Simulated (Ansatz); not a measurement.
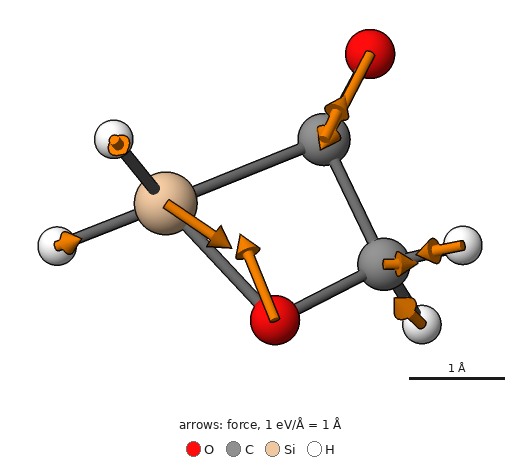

Starting geometry of C$_{2}$H$_{4}$O$_{2}$Si with the computed forces as orange arrows. Style: ball-and-stick. Shown at a tilt.

The start comes from PBE-D4/def2-SVP.

Method: RKS PBE0-D4/def2-TZVP (Ansatz 0.2.0).

Input file:
```yaml
crystal:
  periodic: [false, false, false]
  atoms:
    - {symbol: O, position_ang: [-1.283104, -0.165774, -1.833371]}
    - {symbol: C, position_ang: [-0.601837, -0.085054, -0.845165]}
    - {symbol: C, position_ang: [0.753232, 0.633233, -0.607962]}
    - {symbol: O, position_ang: [0.976724, 0.301820, 0.772701]}
    - {symbol: Si, position_ang: [-0.442863, -0.620831, 1.056764]}
    - {symbol: H, position_ang: [1.554449, 0.239168, -1.275401]}
    - {symbol: H, position_ang: [0.675768, 1.732789, -0.775173]}
    - {symbol: H, position_ang: [-0.179753, -2.060886, 1.406138]}
    - {symbol: H, position_ang: [-1.364217, -0.020865, 2.084470]}
basis:
  gaussian: {orbitals: def2-TZVP}
hamiltonian: {xc: pbe0, dispersion: d4}
relax: {f_tol: 0.005, max_steps: 150}
```

Run as
```bash
ansatz run in.yaml --threads 2 --pin off --events-out ev --progress --plain --max-ram 4352MiB
```

Q: What follows when this structure is relaxed?

A: It isn't relaxed: the largest force vector, on O1, is 1.36 eV/Å. The final displacements follow the starting forces only in part (cosine between the two patterns 0.64). The energy falls by 1.53 kcal/mol in 5 geometry steps. Largest force component: 1.1 eV/Å at the start, 0.0026 eV/Å at the end. The largest moves after the best rigid fit, 0.042 Å, are those of H8 and H9. By element the largest moves are H 0.042 Å, Si 0.028 Å, O 0.028 Å, C 0.015 Å. Near-neighbour distances that change, for instance: O4–Si5 1.717 → 1.672 Å, C2–Si5 1.982 → 1.946 Å, C3–H6 1.115 → 1.096 Å, Si5–H8 1.505 → 1.486 Å.
